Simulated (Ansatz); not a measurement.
**Run report: C2H4F2Sn, geometry relaxation**

System: C2H4F2Sn.
Method: RKS PBE-D4/def2-SVP (Ansatz 0.2.0).

The geometry: force-field start. Figures and captions count atoms from 1; the log counts them from 0 in places.

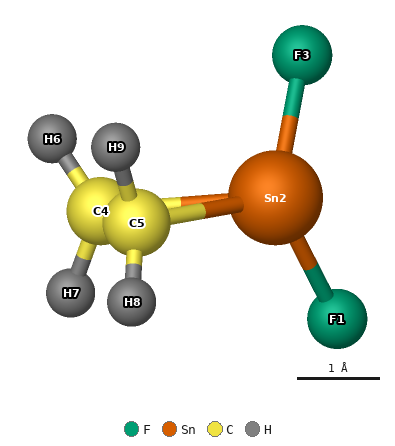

Fig. 1: The input geometry (ball-and-stick view, seen at a tilt; atoms are numbered from 1 in the order of the input). Sticks mark near contacts. Bond lengths as drawn: C–C 1.49 Å, C–H 1.07 to 1.17 Å, C–Sn 2.15 to 2.17 Å and F–Sn 1.92 to 1.97 Å.

Input
```yaml
crystal:
  periodic: [false, false, false]
  atoms:
    - {symbol: F, position_ang: [0.866100, -2.566700, -0.678300]}
    - {symbol: Sn, position_ang: [0.873300, -0.932500, 0.420800]}
    - {symbol: F, position_ang: [2.602400, -0.145200, 0.672900]}
    - {symbol: C, position_ang: [-0.182200, 0.583200, -0.677000]}
    - {symbol: C, position_ang: [-0.896100, 0.307800, 0.600400]}
    - {symbol: H, position_ang: [0.236500, 1.580700, -0.744800]}
    - {symbol: H, position_ang: [-0.795200, 0.183800, -1.541300]}
    - {symbol: H, position_ang: [-1.820100, -0.220200, 0.539900]}
    - {symbol: H, position_ang: [-0.796300, 1.162700, 1.390400]}
basis:
  gaussian: {orbitals: def2-SVP}
hamiltonian: {xc: pbe, dispersion: d4}
relax: {f_tol: 0.03, max_steps: 200}
```

Launched with:
```bash
ansatz run in.yaml --threads 4 --pin off --events-out ev --progress --plain --max-ram 10444MiB
```

Log
```
Functional definition: PBE
  name "PBE"
  cite "Perdew, Burke & Ernzerhof, Phys. Rev. Lett. 77, 3865 (1996) doi:10.1103/PhysRevLett.77.3865"
  parent pbe
  parameter kappa = 0.804
  parameter beta = 0.06672455060314922
  exchange = pbe_x(kappa = kappa, mu = beta*pi^2/3)
  correlation = pbe_c(beta = beta)
1135 factors; their error is unknown
mean field evaluation 1: about -13371.1139 eV, gradient 8.4e1 eV
mean field evaluation 2: about -13274.6466 eV, gradient 1.7e2 eV
mean field evaluation 4: about -13385.5025 eV, gradient 3.7e1 eV
mean field evaluation 8: about -13389.2053 eV, gradient 1.0e0 eV
mean field evaluation 16: about -13389.1614 eV, gradient 1.7e-3 eV
mean field -13389.16140278 eV, -492.0426060526 hartree, gradient 1.2e-5 eV, S^2 0.000000; 1 other end points of the search recorded, 0 dependent functions left out
the calculation of the forces begins
reference -13389.16144251 eV, -492.0426075125 hartree; 28, 28 occupied and 74, 74 virtual orbitals, 1135 factors
relax step   1: F+E_penalty+E_count = -13389.34072356 eV  Δ(F+E_penalty+E_count) = +0.000e0 eV  max|allowed force component| = 2.542e0 eV/Å  Δτ_max = 0.0000 Å  (46 SCF iters, accepted)
these checks for a lower state are left out or cut short: starts, cluster_reference, orbital_swaps, neighbouring_geometries, increment
1135 factors; their error is unknown
mean field evaluation 32: about -13389.5441 eV, gradient 8.0e-6 eV
mean field -13389.54412651 eV, -492.0566708903 hartree, gradient 8.0e-6 eV, S^2 0.000000; 0 other end points of the search recorded, 0 dependent functions left out
[... from here on the field's lines of each further geometry are left out, up to the last ...]
relax step   2: F+E_penalty+E_count = -13389.72210825 eV  Δ(F+E_penalty+E_count) = -3.814e-1 eV  max|allowed force component| = 1.133e0 eV/Å  Δτ_max = 0.1291 Å  (40 SCF iters, accepted)
relax step   3: F+E_penalty+E_count = -13390.24273443 eV  Δ(F+E_penalty+E_count) = -5.206e-1 eV  max|allowed force component| = 2.972e0 eV/Å  Δτ_max = 0.1958 Å  (38 SCF iters, accepted)
relax step   4: F+E_penalty+E_count = -13391.08019610 eV  Δ(F+E_penalty+E_count) = -8.375e-1 eV  max|allowed force component| = 3.423e0 eV/Å  Δτ_max = 0.1984 Å  (38 SCF iters, accepted)
relax step   5: F+E_penalty+E_count = -13391.71504496 eV  Δ(F+E_penalty+E_count) = -6.348e-1 eV  max|allowed force component| = 9.129e-1 eV/Å  Δτ_max = 0.1931 Å  (37 SCF iters, accepted)
relax step   6: F+E_penalty+E_count = -13391.83943661 eV  Δ(F+E_penalty+E_count) = -1.244e-1 eV  max|allowed force component| = 4.848e-1 eV/Å  Δτ_max = 0.1945 Å  (31 SCF iters, accepted)
relax step   7: F+E_penalty+E_count = -13391.88061650 eV  Δ(F+E_penalty+E_count) = -4.118e-2 eV  max|allowed force component| = 8.945e-1 eV/Å  Δτ_max = 0.1295 Å  (31 SCF iters, accepted)
relax step   8: F+E_penalty+E_count = -13391.91340131 eV  Δ(F+E_penalty+E_count) = -3.278e-2 eV  max|allowed force component| = 3.724e-1 eV/Å  Δτ_max = 0.0976 Å  (31 SCF iters, accepted)
relax step   9: F+E_penalty+E_count = -13391.93459607 eV  Δ(F+E_penalty+E_count) = -2.119e-2 eV  max|allowed force component| = 4.317e-1 eV/Å  Δτ_max = 0.1373 Å  (31 SCF iters, accepted)
relax step  10: F+E_penalty+E_count = -13391.94404558 eV  Δ(F+E_penalty+E_count) = -9.450e-3 eV  max|allowed force component| = 5.194e-1 eV/Å  Δτ_max = 0.1339 Å  (31 SCF iters, accepted)
relax step  11: F+E_penalty+E_count = -13391.94939199 eV  Δ(F+E_penalty+E_count) = -5.346e-3 eV  max|allowed force component| = 2.270e-1 eV/Å  Δτ_max = 0.0404 Å  (32 SCF iters, accepted)
relax step  12: F+E_penalty+E_count = -13391.95067680 eV  Δ(F+E_penalty+E_count) = -1.285e-3 eV  max|allowed force component| = 6.212e-2 eV/Å  Δτ_max = 0.0359 Å  (32 SCF iters, accepted)
the calculation of the forces begins
reference -13391.75313527 eV, -492.1378504649 hartree; 28, 28 occupied and 74, 74 virtual orbitals, 1135 factors
relax step  13: F+E_penalty+E_count = -13391.95135742 eV  Δ(F+E_penalty+E_count) = -6.806e-4 eV  max|allowed force component| = 2.094e-2 eV/Å  Δτ_max = 0.0231 Å  (30 SCF iters, accepted)
1135 factors; their error is unknown
mean field evaluation 128: about -13391.7531 eV, gradient 7.7e-3 eV
```

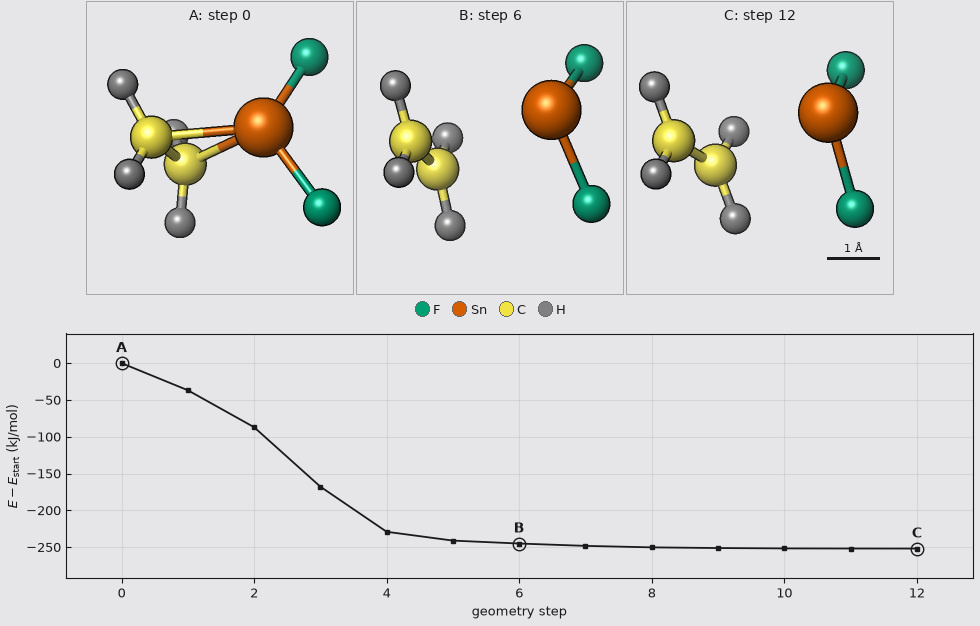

Fig. 2: Frames of the relaxation (ball-and-stick view, seen at a tilt) above the curves, on which the letters mark them (the first geometry is step 0 here and step 1 in the log).

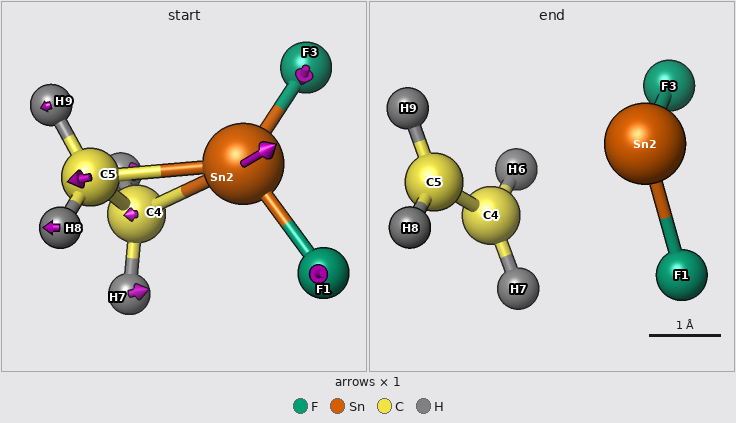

Fig. 3: Before (left) and after (right) the relaxation, at one scale (ball-and-stick view, seen at a tilt). The pink arrows give the displacements, at true length. After 12 geometry steps the energy has fallen by 251.9 kJ/mol. Largest force component: 2.5 eV/Å at the start, 0.021 eV/Å at the end. The largest move after the best rigid fit is that of Sn2, 0.75 Å. By element the largest moves are Sn 0.75 Å, F 0.50 Å, H 0.43 Å, C 0.39 Å. Among the contacts that change: Sn2–C5 2.168 → 3.126 Å, Sn2–C4 2.149 → 2.975 Å, C4–C5 1.489 → 1.350 Å, Sn2–F3 1.917 → 1.990 Å. Bonds break: Sn2–C4 (2.15 → 2.98 Å), Sn2–C5 (2.17 → 3.13 Å). Among the angles that change: F1–Sn2–F3 114.7° → 96.3°, C5–C4–H7 109.3° → 121.7°, C4–C5–H9 113.8° → 121.7°. (Atoms are counted from 1 in the order of the input.)

```
mean field -13391.75309695 eV, -492.1378490567 hartree, gradient 2.0e-5 eV, S^2 0.000000; 1 other end points of the search recorded, 0 dependent functions left out
the calculation of the forces begins
reference -13391.75313527 eV, -492.1378504649 hartree; 28, 28 occupied and 74, 74 virtual orbitals, 1135 factors
Total energy: -13391.95139574 eV, -492.1451364028 hartree
Atom 0 at     0.913512    -2.170800    -0.951042 Å, force     0.002127     0.006188     0.011955 eV/Å
Atom 1 at     1.193379    -1.439072     0.878367 Å, force     0.003717    -0.006860    -0.012004 eV/Å
Atom 2 at     2.513538    -0.044196     0.357015 Å, force    -0.004264    -0.000346     0.000228 eV/Å
Atom 3 at    -0.368924     0.613243    -0.604354 Å, force     0.001425    -0.002816     0.020937 eV/Å
Atom 4 at    -1.148181     0.597420     0.497850 Å, force    -0.009567    -0.001055     0.002148 eV/Å
Atom 5 at     0.525941     1.252295    -0.667615 Å, force     0.007848     0.008229    -0.011769 eV/Å
Atom 6 at    -0.559614    -0.055725    -1.458163 Å, force     0.001557    -0.002640    -0.006273 eV/Å
Atom 7 at    -2.032411    -0.057566     0.572259 Å, force    -0.009457     0.001230    -0.000836 eV/Å
Atom 8 at    -0.948839     1.258001     1.358683 Å, force     0.006613    -0.001930    -0.004385 eV/Å
Dipole moment:    -0.518422     0.084788     0.492641 e Å
```

Trajectory as extended XYZ (Å, eV, eV/Å), 13 frames, from step=1 to step=13
```
9
Properties=species:S:1:pos:R:3:forces:R:3 step=1 energy=-13389.34072
F     0.8661   -2.5667   -0.6783    0.1907   0.2424   0.0254
Sn    0.8733   -0.9325    0.4208   -0.6026  -1.1942   0.6676
F     2.6024   -0.1452    0.6729    1.0311   0.2196   0.0489
C    -0.1822    0.5832   -0.6770   -1.3965  -0.4850  -1.4653
C    -0.8961    0.3078    0.6004    1.2121   2.5420   1.1886
H     0.2365    1.5807   -0.7448    0.3107   0.5433  -0.3668
H    -0.7952    0.1838   -1.5413    0.7416   0.5781   0.2725
H    -1.8201   -0.2202    0.5399   -1.1469  -0.7816   0.3992
H    -0.7963    1.1627    1.3904   -0.3402  -1.6645  -0.7701
9
Properties=species:S:1:pos:R:3:forces:R:3 step=2 energy=-13389.72211
F     0.9140   -2.5001   -0.6701    0.1011   0.1545  -0.1675
Sn    0.8329   -0.9170    0.4895    0.2740  -1.0977   1.0516
F     2.6505   -0.2333    0.7296    0.1428   0.1086  -0.2677
C    -0.2489    0.6148   -0.7472   -1.1333   0.3713   0.2170
C    -0.9231    0.3734    0.5790    0.3981   0.7827  -0.3409
H     0.2501    1.5893   -0.8729    0.0483   0.0070  -0.0013
H    -0.7955    0.2264   -1.6364    0.2404   0.0921   0.2504
H    -1.8194   -0.2724    0.6527    0.0953   0.1056   0.0152
H    -0.7723    1.0725    1.4588   -0.1668  -0.5240  -0.7567
9
Properties=species:S:1:pos:R:3:forces:R:3 step=3 energy=-13390.24273
F     0.9727   -2.4598   -0.6924   -0.0401   0.2681  -0.2800
Sn    0.8306   -1.0194    0.6564    1.0702  -1.5540   1.6050
F     2.6773   -0.2761    0.6785   -0.2951   0.1334  -0.3548
C    -0.2982    0.6541   -0.7722   -2.2398   1.0783   2.2134
C    -0.9343    0.4050    0.5649    0.2645   0.5841  -2.9722
H     0.2494    1.6112   -0.9156    0.1579  -0.4270   0.2111
H    -0.7897    0.2523   -1.6727    0.1376  -0.3626   0.0906
H    -1.8262   -0.2722    0.6879    0.6624   0.2701  -0.2741
H    -0.7933    1.0584    1.4482    0.2824   0.0095  -0.2390
9
Properties=species:S:1:pos:R:3:forces:R:3 step=4 energy=-13391.08020
F     0.9844   -2.4355   -0.7128   -0.0486   0.2984  -0.1516
Sn    0.8841   -1.1443    0.8009    0.9272  -1.1943   1.0737
F     2.6814   -0.2763    0.6555   -0.3236   0.0659  -0.2592
C    -0.3919    0.7333   -0.7898   -2.1478   0.5006   3.0308
C    -0.9653    0.4460    0.5317    0.5445   0.6761  -3.4235
H     0.2707    1.6199   -0.9304   -0.0316  -0.5517   0.1878
H    -0.7882    0.2420   -1.6976    0.2100  -0.2052   0.2394
H    -1.8114   -0.2798    0.6844    0.5834   0.2980  -0.3965
H    -0.7754    1.0484    1.4409    0.2865   0.1122  -0.3008
9
Properties=species:S:1:pos:R:3:forces:R:3 step=5 energy=-13391.71505
F     0.9869   -2.4085   -0.7421   -0.0613   0.5231   0.4752
Sn    0.9527   -1.2697    0.9307    0.9129  -0.6014  -0.2584
F     2.6811   -0.2662    0.6303   -0.6340  -0.2189  -0.0281
C    -0.5117    0.8134   -0.7649    0.3970  -0.0536  -0.3175
C    -1.0037    0.5036    0.4669   -0.3087   0.0788   0.1222
H     0.2889    1.5974   -0.9053   -0.6519  -0.5286   0.1465
H    -0.7809    0.2098   -1.6785    0.0938   0.4605   0.6632
H    -1.7835   -0.2763    0.6431    0.2296   0.2658  -0.3381
H    -0.7414    1.0502    1.4028    0.0224   0.0743  -0.4649
9
Properties=species:S:1:pos:R:3:forces:R:3 step=6 energy=-13391.83944
F     1.0429   -2.4322   -0.7424   -0.0071   0.3524   0.4051
Sn    1.0834   -1.4030    0.9854    0.4094  -0.1366  -0.4045
F     2.7199   -0.3011    0.6111   -0.4352  -0.2106   0.0121
C    -0.5065    0.8070   -0.7563   -0.1612   0.0608  -0.0911
C    -1.0505    0.5408    0.4594    0.0660   0.0572   0.0402
H     0.2548    1.6117   -0.8972   -0.2681  -0.3935   0.1023
H    -0.8239    0.2468   -1.6721    0.2283   0.2075   0.4848
H    -1.8362   -0.2257    0.6145    0.1027   0.0785  -0.2139
H    -0.7954    1.1093    1.3807    0.0651  -0.0156  -0.3349
9
Properties=species:S:1:pos:R:3:forces:R:3 step=7 energy=-13391.88062
F     0.9795   -2.3510   -0.7690   -0.0090   0.2536   0.3743
Sn    1.0827   -1.4179    1.0053    0.3465  -0.0313  -0.4571
F     2.6306   -0.2249    0.5564   -0.3633  -0.2026   0.0634
C    -0.4717    0.7715   -0.7276    0.0334  -0.0073  -0.8945
C    -1.0385    0.5251    0.4604   -0.0059   0.2327   0.7616
H     0.3000    1.5512   -0.8558   -0.0066  -0.1303   0.0110
H    -0.7833    0.2038   -1.6348    0.2443   0.1695   0.3120
H    -1.8307   -0.2208    0.5850   -0.2078  -0.1820  -0.0060
H    -0.7801    1.1166    1.3633   -0.0314  -0.1023  -0.1648
9
Properties=species:S:1:pos:R:3:forces:R:3 step=8 energy=-13391.91340
F     0.9534   -2.2817   -0.7989   -0.0354   0.0798   0.1728
Sn    1.1105   -1.4444    1.0035    0.1909   0.1004  -0.3146
F     2.5693   -0.1787    0.4961   -0.2104  -0.1142   0.0854
C    -0.4531    0.7522   -0.7137   -0.2261  -0.3712   0.1200
C    -1.0624    0.5368    0.4741    0.3724   0.3163  -0.0960
H     0.3562    1.4817   -0.8224    0.1628   0.1411  -0.0311
H    -0.7189    0.1478   -1.5980    0.0712   0.0644   0.0134
H    -1.8658   -0.1981    0.5791   -0.2506  -0.1738   0.0593
H    -0.8007    1.1382    1.3631   -0.0749  -0.0427  -0.0091
9
Properties=species:S:1:pos:R:3:forces:R:3 step=9 energy=-13391.93460
F     0.8992   -2.1984   -0.8528   -0.0464  -0.0255   0.0162
Sn    1.1078   -1.4261    0.9662    0.1351   0.0931  -0.1266
F     2.4941   -0.0986    0.4279   -0.0935  -0.0487   0.0786
C    -0.4014    0.6915   -0.6762   -0.2927  -0.2446   0.3941
C    -1.0753    0.5393    0.4923    0.3438   0.2028  -0.4317
H     0.4410    1.3864   -0.7716    0.1312   0.1161   0.0013
H    -0.6320    0.0615   -1.5469    0.0059  -0.0254  -0.0850
H    -1.9107   -0.1692    0.5790   -0.1144  -0.0555   0.0713
H    -0.8344    1.1672    1.3650   -0.0692  -0.0123   0.0818
9
Properties=species:S:1:pos:R:3:forces:R:3 step=10 energy=-13391.94405
F     0.8761   -2.1647   -0.9152   -0.0129  -0.0265  -0.0572
Sn    1.1402   -1.4169    0.9062    0.0577   0.0226   0.0467
F     2.4773   -0.0379    0.3789   -0.0194  -0.0155   0.0121
C    -0.3715    0.6404   -0.6340   -0.1049  -0.0780   0.3830
C    -1.1135    0.5659    0.5035    0.2074  -0.0105  -0.5194
H     0.5170    1.2931   -0.7130   -0.1301  -0.0263   0.0593
H    -0.5595   -0.0241   -1.4926   -0.0597   0.0211   0.0045
H    -1.9828   -0.1150    0.5811    0.1022   0.0999   0.0185
H    -0.8950    1.2128    1.3682   -0.0403   0.0132   0.0524
9
Properties=species:S:1:pos:R:3:forces:R:3 step=11 energy=-13391.94939
F     0.8901   -2.1793   -0.9297    0.0012   0.0027  -0.0024
Sn    1.1668   -1.4355    0.8946    0.0483   0.0349  -0.0117
F     2.4921   -0.0429    0.3697   -0.0338  -0.0415   0.0121
C    -0.3641    0.6265   -0.6165   -0.1576   0.0329   0.1381
C    -1.1291    0.5815    0.5003    0.1766  -0.0017  -0.2270
H     0.5107    1.2921   -0.6957   -0.0043  -0.0201   0.0370
H    -0.5578   -0.0331   -1.4769    0.0032  -0.0277   0.0059
H    -1.9966   -0.0960    0.5768    0.0016   0.0299   0.0236
H    -0.9235    1.2403    1.3605   -0.0353  -0.0094   0.0244
9
Properties=species:S:1:pos:R:3:forces:R:3 step=12 energy=-13391.95068
F     0.8951   -2.1616   -0.9406    0.0117  -0.0030   0.0124
Sn    1.1928   -1.4442    0.8917   -0.0157   0.0147  -0.0292
F     2.5031   -0.0409    0.3696    0.0032  -0.0050   0.0009
C    -0.3706    0.6192   -0.6154    0.0338  -0.0060   0.0312
C    -1.1355    0.5888    0.4958   -0.0621  -0.0094   0.0267
H     0.5180    1.2661   -0.6821    0.0200   0.0018  -0.0163
H    -0.5627   -0.0488   -1.4694   -0.0084   0.0053  -0.0159
H    -2.0185   -0.0679    0.5727    0.0033  -0.0122   0.0016
H    -0.9332    1.2429    1.3607    0.0142   0.0139  -0.0114
9
Properties=species:S:1:pos:R:3:forces:R:3 step=13 energy=-13391.95136
F     0.9135   -2.1708   -0.9510    0.0021   0.0062   0.0120
Sn    1.1934   -1.4391    0.8784    0.0037  -0.0069  -0.0120
F     2.5135   -0.0442    0.3570   -0.0043  -0.0003   0.0002
C    -0.3689    0.6132   -0.6044    0.0014  -0.0028   0.0209
C    -1.1482    0.5974    0.4979   -0.0096  -0.0011   0.0021
H     0.5259    1.2523   -0.6676    0.0078   0.0082  -0.0118
H    -0.5596   -0.0557   -1.4582    0.0016  -0.0026  -0.0063
H    -2.0324   -0.0576    0.5723   -0.0095   0.0012  -0.0008
H    -0.9488    1.2580    1.3587    0.0066  -0.0019  -0.0044
```

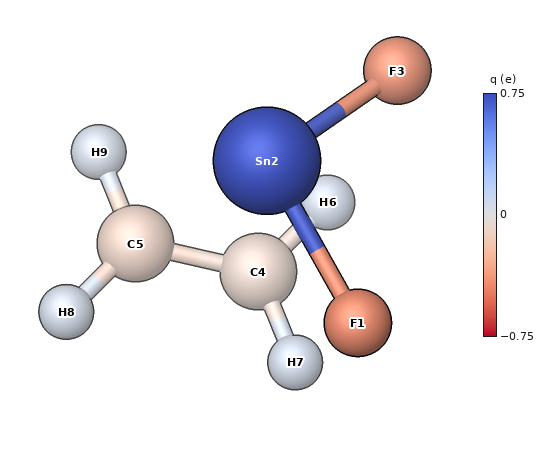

Fig. 4: Mulliken charges, as the colour of each atom (ball-and-stick view, seen at a tilt; atoms are numbered from 1 in the order of the input). By element: F −0.41, Sn +0.71, C −0.13 to −0.09 and H +0.07 to +0.09 e.

Results in brief

```csv
quantity,value
outcome,converged
total energy,−13391.9514 eV
mean-field energy,−13391.7531 eV
dispersion energy,−0.1983 eV
SCF solution under orbital rotations,stable
largest force (length of the vector) at the end,0.021 eV/Å
dipole moment,3.46 D
hardware,"4 threads of Arm Neoverse V2, 23 GiB of memory available, shared host"
wall time,12 s (CPU time 42 s)
peak memory,0.15 GiB
```
